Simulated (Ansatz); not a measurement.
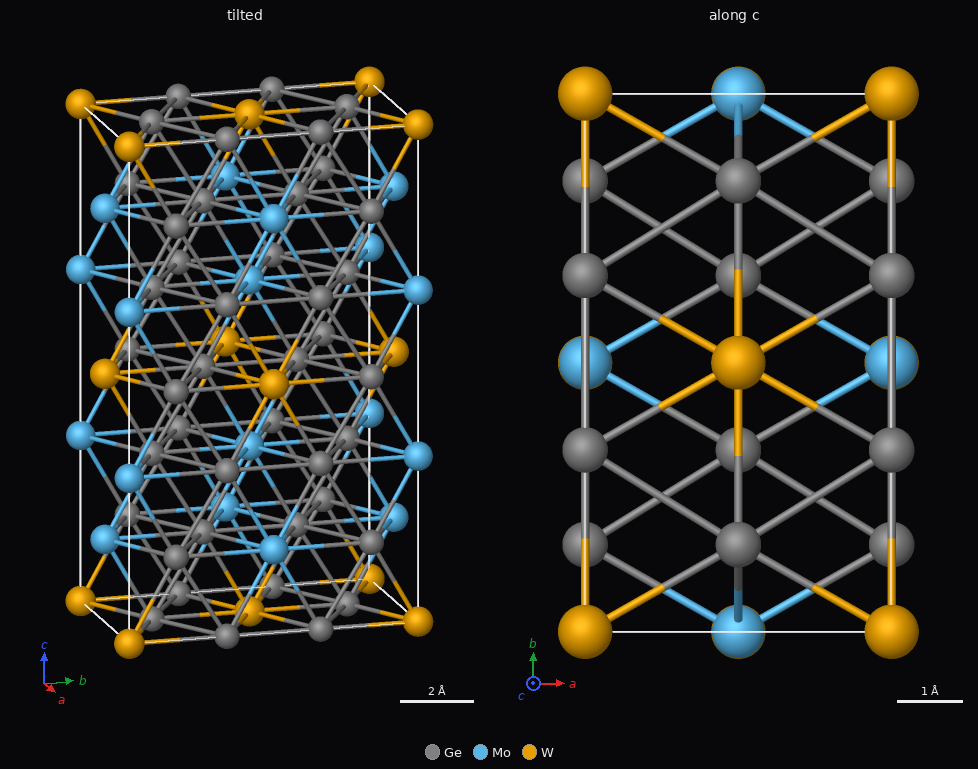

We look at a ball-and-stick model of the crystal slightly off an axis and along the c axis. One conventional unit cell is framed, with atoms on its boundary repeated.

Ge₆Mo₂W, space group Fmmm (No. 69), a = 4.721 Å, b = 8.287 Å, c = 14.166 Å, α = 90.00°, β = 90.00°, γ = 90.00°. Origin of the cell: a structure type filled with these elements by a generator (whether the compound takes this form wasn't checked). Earlier steps of the study, as a rule a relaxation of our own, may have changed the cell and positions, so they can lie some per cent off the listed ones. A calculation with Ansatz used it as input.

This one geometry was computed with Ansatz (DFT, plane waves, PAW) at three levels of theory: PBE, LDA and r2SCAN.

> Which level gives the highest pressure at this volume, and what does that say about its equilibrium volume?

Highest: PBE (0.0 GPa), which points to the largest equilibrium volume. Lowest, with the smallest volume: LDA (-9.5 GPa). Levels within 0.5 GPa of each other can't be told apart.

> How does the band gap change with the level of theory?

All levels give a metal.

> Collect the results in a table.

| level | cutoff (eV) | k-mesh of the run's cell | gap (eV) | pressure (GPa) |
| --- | --- | --- | --- | --- |
| PBE | 420 | 10×10×10 | metal | 0.0 |
| LDA | 420 | 10×10×10 | metal | -9.5 |
| r2SCAN | 500 | 10×10×10 | metal | -4.1 |

Gaps are taken on the k-mesh or band path of each run.
